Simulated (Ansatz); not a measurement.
# (PbSe)2(CaSe)1 [001] superlattice, started as rocksalt type: from the cell to its phonons, part 3 of 3

Wanted: phonon frequencies of (PbSe)2(CaSe)1 [001] superlattice, started as rocksalt type and what follows from them.

Ansatz 0.2.0; DFT PBEsol, scalar-relativistic, plane waves, PAW.

So far. Step 3 (Relaxing to small forces for the phonons): The largest force component left is 0.18 meV/Å and the pressure is 0.001 GPa, within the tolerances set. The cell now holds 27.54 Å³/atom. The relaxed cell has a = 4.271, c = 18.120 Å (conventional setting).

The structure was built from a prototype and need not be the compound's stable phase.

In doubt: the program warns that the response may not be converged on this k-mesh (step 4), which bears on the force constants and all frequencies.

### Step 4. Modes at Γ (continued)

Transverse modes. Lines of the infrared spectrum (strongest = 100):

```
position (cm⁻¹)  relative intensity
             34                 0.0
             49                  15
             73                 0.0
             79                  32
             80                 100
             83                 0.0
            123                 0.0
            136                 3.0
            149                  29
            180                  21
```

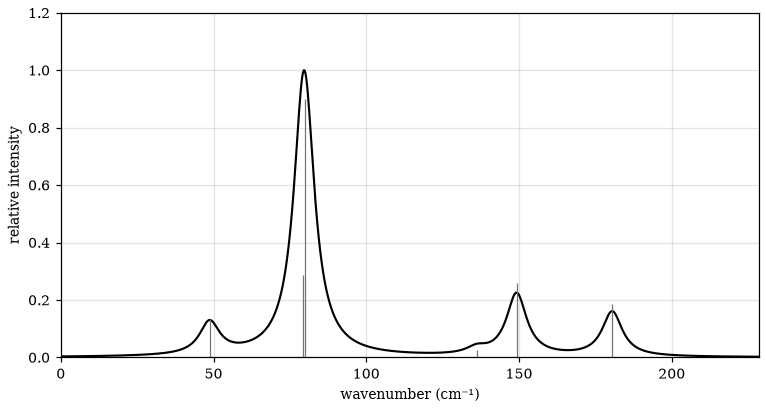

The infrared spectrum, broadened with Lorentzians of width 8 cm⁻¹; bars mark the lines.

Activity x (w_L - w)^4 (n + 1)/w, 532 nm, 300 K; the tensors are static ones, while 532 nm light lies above the computed direct gap, where resonance would change the heights; modes without the macroscopic field alone. Raman lines, with heights relative to the strongest:

```
position (cm⁻¹)  relative intensity
             34                 1.3
             49                 0.0
             73                  71
             79                 0.0
             80                 0.0
             83                  85
            123                 100
            136                 0.0
            149                 0.0
            180                 0.0
```

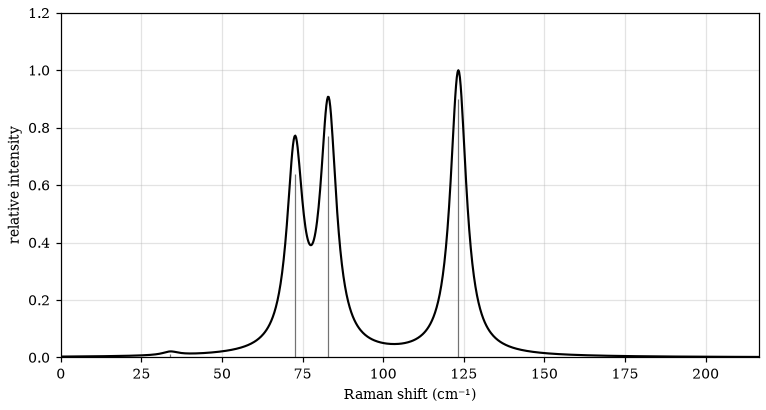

The Raman spectrum, broadened with Lorentzians of width 6 cm⁻¹; bars mark the lines.

Before it was imposed, the acoustic sum rule was missed by 4.4e-5 eV/Å² and the charge sum rule by 0.041 e. The charge miss is large and points to the mesh or the basis. The lowest optical mode is real, 34.0 cm⁻¹.

The log warns of the k mesh: “the force constants stand on the 8×8×8 k-mesh, whose period is 9.02 times the interband length at k = (0.0000, -0.5000, 0.2500), direct gap 0.969 eV, under 14: take them and everything formed from them as unconverged”.

### Step 5. Isotope substitution, element Ca, natural mass 40.078 amu

An isotope changes the mass and not the force constants, so no new electronic calculation is needed; the shifts show which modes move this element.

The same force constants with the mass of Ca changed from 40.078 to 47.953 u (phonopy, no LO-TO term). Both lists are sorted by frequency; levels can cross, so a row need not hold one and the same mode. Modes under 3 cm⁻¹ are left out. Isotope shifts, by row:

```
    q  rank  natural mass (cm⁻¹)  changed mass (cm⁻¹)
0 0 0     4                33.99                33.99
0 0 0     5                33.99                33.99
0 0 0     6                48.66                47.55
0 0 0     7                48.66                47.55
0 0 0     8                72.62                72.62
0 0 0     9                79.24                78.88
0 0 0    10                79.79                79.65
0 0 0    11                79.79                79.65
0 0 0    12                82.98                82.98
0 0 0    13                82.98                82.98
0 0 0    14                123.3                123.3
0 0 0    15                136.1                135.9
0 0 0    16                149.2                140.6
0 0 0    17                149.2                140.6
0 0 0    18                180.5                166.9
```

A mode of this element alone would shift by -8.58 %. The highest zone-centre frequency without the field goes from 180.5 to 166.9 cm⁻¹ (-7.5 %). The product of the frequency ratios over all optical modes at Γ is 0.777; the product rule, (m/m′)^(3k/2) (M′/M)^(3/2) with k = 1 such atoms and M the mass of the cell, gives 0.777.

### Step 6. Another isotope, element Pb, natural mass 207.2 amu

The same for Pb, from 207.20 to 203.97 u.

A mode of this element alone would shift by +0.79 %. The highest zone-centre frequency without the field goes from 180.5 to 180.5 cm⁻¹ (+0.0 %). The product of the frequency ratios over all optical modes at Γ is 1.034; the product rule, (m/m′)^(3k/2) (M′/M)^(3/2) with k = 2 such atoms and M the mass of the cell, gives 1.034.

### Step 7. Another isotope, element Se, natural mass 78.971 amu

The same for Se, from 78.97 to 81.92 u.

A mode of this element alone would shift by -1.81 %. The highest zone-centre frequency without the field goes from 180.5 to 180.1 cm⁻¹ (-0.2 %). The product of the frequency ratios over all optical modes at Γ is 0.864; the product rule, (m/m′)^(3k/2) (M′/M)^(3/2) with k = 3 such atoms and M the mass of the cell, gives 0.864.

### Step 8. Summary of results

```json
{
 "space group after relaxation (within 0.01 Å)": "I4/mmm",
 "volume per atom": "27.5 Å³",
 "gap on the k-mesh": "0.897 eV",
 "highest optical mode at the zone centre (no LO-TO term)": "180 cm⁻¹",
 "top of the zone-centre spectrum with the field": "209 cm⁻¹",
 "lowest optical zone-centre mode": "34.0 cm⁻¹",
 "mean high-frequency dielectric constant": "15.1",
 "mean static dielectric constant": "56.2",
 "largest Born charge (third of the trace)": "4.68 e",
 "imaginary modes at Γ (the only wavevector solved)": "none"
}
```

The structure is stable against zone-centre distortions, since no mode there is imaginary; other wavevectors were not solved, so zone-boundary instabilities are untested. Without the field, the optical modes at Γ span 34 to 180 cm⁻¹. No dispersion was computed. The highest mode in this list at Γ, 180.5 cm⁻¹, is mostly motion of Ca (89 % of the kinetic energy). With the macroscopic field of the longitudinal modes the top of the zone-centre spectrum lies at 209 cm⁻¹, against 180 cm⁻¹ without it. Lattice motion raises the mean dielectric constant from 15.10 to 56.24. The strongest infrared line is at 80 cm⁻¹. Averaged over orientations, the strongest Raman line at 532 nm and 300 K is at 123 cm⁻¹. The tensors are the static, non-resonant ones, while 532 nm light (2.33 eV) lies above the computed gap. With the field response the log warns that the k mesh is coarse for the force constants too, so the frequencies may not be converged. Spin-orbit coupling is left out, which can matter for the heavy elements here. The starting cell was built on a prototype and not taken from a measurement, so the phase need not exist. These are harmonic frequencies at zero temperature: anharmonic shifts, linewidths and thermal expansion are left out.

[Logs are printed without paths, hosts, clocks, repeated set-up lines and the standing remarks that a program may print on its own settings, such as how far it seeks lower states.]

[Hosts, paths, dates, database ids (printed as entryN), source tags and the programs' standing remarks are cut or masked in the printed files.]
